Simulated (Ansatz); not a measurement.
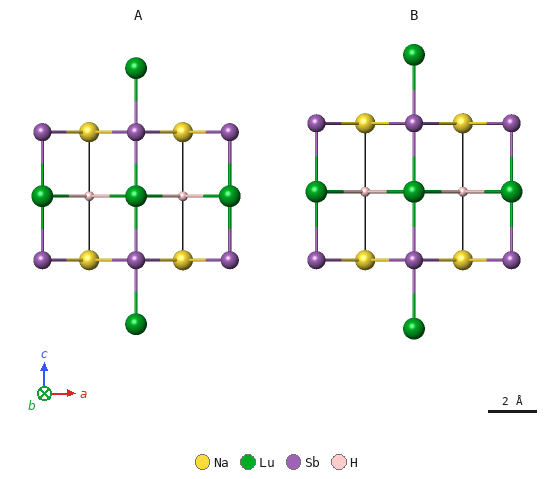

Two geometries of crystalline NaLuSbH (a generated structure, set up in P4/mmm) (coarse preliminary run), drawn at one scale. One is the start of a relaxation, the other its converged end. The picture is a ball-and-stick view of the cell of the calculation, seen along the b axis.

All numbers below come from Ansatz, DFT PBE, scalar-relativistic, plane waves, PAW. Settings: plane-wave cutoff 420 eV; k-point mesh 4 × 4 × 4; occupations gaussian; smearing width 0.1 eV; no spin polarisation; cell and atoms relaxed; force threshold 0.04 eV/Å; at most 70 steps.

**Which one is relaxed?**

Structure B is the relaxed one. The atoms keep their places relative to the cell (all moves are under 0.005 Å). The volume changes by +15.9 %, with a = b 3.948 → 4.111 Å (+4.1 %), c 5.394 → 5.767 Å (+6.9 %). Some distances before and after: Lu–Sb 2.697 → 2.884 Å, H–Lu 2.792 → 2.907 Å, Na–Sb 2.792 → 2.907 Å. The space group stays P4/mmm (No. 123). Over 3 accepted moves (4 points after the start) the energy falls by 96.7 meV per atom. All forces vanish by symmetry, so only the cell relaxes. Pressure: 9.11 GPa at the start and 0.10 GPa at the end. At 1 point the geometry stayed and the basis and grid were re-selected for the new cell (energy shift of 1.2 meV per atom at most each time). Cost: 19 s on 1 thread of Arm Neoverse V2 (shared host), peak memory 0.4 GiB.

Limits of the set-up: the k-point mesh is coarse for a cell with partly filled bands.
